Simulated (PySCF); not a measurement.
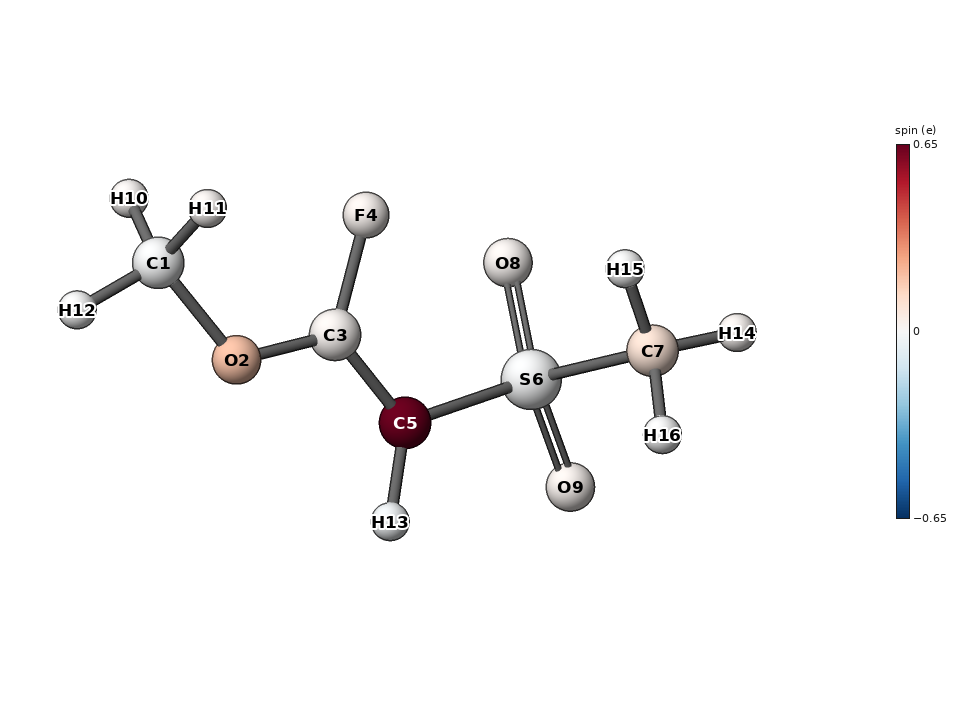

Atoms are coloured by their Mulliken spin populations. The species has charge +1 and is a spin doublet. The geometry was computed by an optimisation with GFN2-xTB. No frequency run is at hand to confirm it as a minimum. Properties computed with UKS B3LYP, pcH-1 on C F H O S, non-relativistic (PySCF 2.14.0).

### Which atom carries the largest spin population?

C5 (0.64 e).

### Which atom has the lowest spin population?

H13 (−0.02 e); a negative value comes from spin polarisation.

List the Mulliken spin populations.

| atom | value (e) |
| --- | --- |
| C1 | −0.01 |
| O2 | 0.19 |
| C3 | 0.02 |
| F4 | 0.02 |
| C5 | 0.64 |
| S6 | −0.01 |
| C7 | 0.09 |
| O8 | 0.02 |
| O9 | 0.02 |
| H10 | 0.02 |
| H11 | 0.02 |
| H12 | 0.00 |
| H13 | −0.02 |
| H14 | 0.02 |
| H15 | 0.00 |
| H16 | 0.00 |

Mulliken values depend strongly on the basis set.
